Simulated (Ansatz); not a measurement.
## C5H5F3GaN: a changed input and its effect

System: C5H5F3GaN (Ga(py)F3).
Method of the first run: RKS PBE0-D4/def2-TZVP (Ansatz 0.2.0).

The geometry comes from this level: r2SCAN-D4/def2-SVP. Text and figures count atoms from 1; the logs count them from 0 in places.

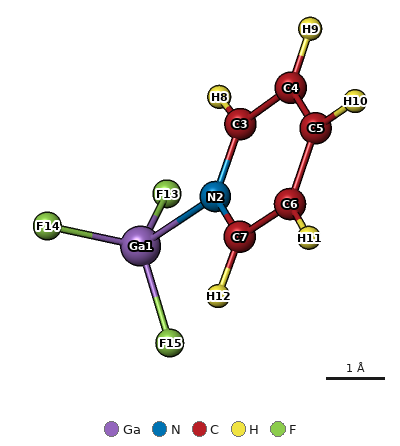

Figure 1. The input geometry (ball-and-stick view, seen at a tilt; atoms are numbered from 1 in the order of the input). Sticks mark near contacts.

Input file, the first run:
```yaml
crystal:
  periodic: [false, false, false]
  atoms:
    - {symbol: Ga, position_ang: [-0.006052, 0.021426, -2.568424]}
    - {symbol: N, position_ang: [0.001174, 0.001165, -0.545295]}
    - {symbol: C, position_ang: [1.037804, 0.538010, 0.121005]}
    - {symbol: C, position_ang: [1.064725, 0.562523, 1.512393]}
    - {symbol: C, position_ang: [-0.007135, 0.005415, 2.215406]}
    - {symbol: C, position_ang: [-1.066476, -0.569761, 1.507777]}
    - {symbol: C, position_ang: [-1.025578, -0.559596, 0.116722]}
    - {symbol: H, position_ang: [1.845853, 0.933652, -0.502547]}
    - {symbol: H, position_ang: [1.916534, 1.007702, 2.031282]}
    - {symbol: H, position_ang: [-0.013325, 0.012593, 3.309268]}
    - {symbol: H, position_ang: [-1.914256, -1.026903, 2.022791]}
    - {symbol: H, position_ang: [-1.803726, -1.008255, -0.508997]}
    - {symbol: F, position_ang: [1.736463, 0.052918, -2.827339]}
    - {symbol: F, position_ang: [-0.844134, 1.487895, -3.045951]}
    - {symbol: F, position_ang: [-0.921890, -1.458784, -2.838102]}
basis:
  gaussian: {orbitals: def2-TZVP, initial_orbitals: start.molden}
hamiltonian: {xc: pbe0, dispersion: d4}
scf: {omitted_lower_state_checks: [starts]}
output: {orbitals: {seedname: orbitals}}
```

Launched with:
```bash
ansatz run in.yaml --threads 4 --pin off --events-out ev --progress --plain --max-ram 8704MiB
```

Hardware: 4 threads of Arm Neoverse V2, 23 GiB of memory available, shared host.

Output (the first run):
```
Functional definition: PBE0
  parameter a = 0.25
  parameter kappa = 0.804
  parameter beta = 0.06672455060314922
  exchange = (1 - a)*pbe_x(kappa = kappa, mu = beta*pi^2/3) + a*exact_x
  correlation = pbe_c(beta = beta)
these checks for a lower state are left out or cut short: starts
2156 factors; their error is unknown
mean field evaluation 1: about -67265.2034 eV, gradient 2.5e2 eV
mean field evaluation 2: about -67272.7245 eV, gradient 7.9e0 eV
mean field evaluation 4: about -67273.0693 eV, gradient 6.5e-1 eV
mean field evaluation 8: about -67273.0700 eV, gradient 9.4e-6 eV
mean field -67273.06995912 eV, -2472.2397216732 hartree, gradient 9.4e-6 eV, S^2 0.000000; 0 other end points of the search recorded, 0 dependent functions left out
reference -67273.06999639 eV, -2472.2397230428 hartree; 50, 50 occupied and 307, 307 virtual orbitals, 2156 factors
Total energy: -67273.46400034 eV, -2472.2542024208 hartree
Checks for a lower state left out: starts
```

The input of the second run differs as follows (lines with − go, lines with + come):
```diff
-  gaussian: {orbitals: def2-TZVP, initial_orbitals: start.molden}
+  gaussian: {orbitals: def2-TZVP}
+magnetization: {spin_polarized: true, initial_magnetization: 2}
```

What does this change do to the results?

The total energy of the second run is 97.3 kcal/mol higher, which measures the change of basis and not a stability. The HOMO goes from −9.03 to −4.92 eV. The LUMO goes from −2.55 to −6.72 eV. On the same kind of shared host the second run took about 4.1 times as long.

Output (the second run):
```
Functional definition: PBE0
  parameter a = 0.25
  parameter kappa = 0.804
  parameter beta = 0.06672455060314922
  exchange = (1 - a)*pbe_x(kappa = kappa, mu = beta*pi^2/3) + a*exact_x
  correlation = pbe_c(beta = beta)
these checks for a lower state are left out or cut short: starts
2156 factors; their error is unknown
mean field evaluation 1: about -67256.5965 eV, gradient 6.0e1 eV
mean field evaluation 2: about -67245.1973 eV, gradient 8.9e1 eV
mean field evaluation 4: about -67268.5736 eV, gradient 3.6e0 eV
mean field evaluation 8: about -67268.8201 eV, gradient 4.8e-1 eV
mean field evaluation 16: about -67268.8207 eV, gradient 6.1e-3 eV
mean field -67268.84894908 eV, -2472.0846024151 hartree, gradient 1.4e-5 eV, S^2 2.018687; 0 other end points of the search recorded, 0 dependent functions left out
reference -67268.84898653 eV, -2472.0846037916 hartree; 51, 49 occupied and 306, 308 virtual orbitals, 2156 factors
Total energy: -67269.24299048 eV, -2472.0990831696 hartree
Checks for a lower state left out: starts
```

The two runs side by side:

| quantity | the first run | the second run |
| --- | --- | --- |
| outcome | converged | converged |
| total energy (hartree) | −2472.254202 | −2472.099083 |
| HOMO (eV) | −9.03 | −4.92 |
| LUMO (eV) | −2.55 | −6.72 |
| basis functions | 357 | 357 |
| ⟨S²⟩ | – | 2.019 |
| wall time (shared host) | 11 s | 45 s |
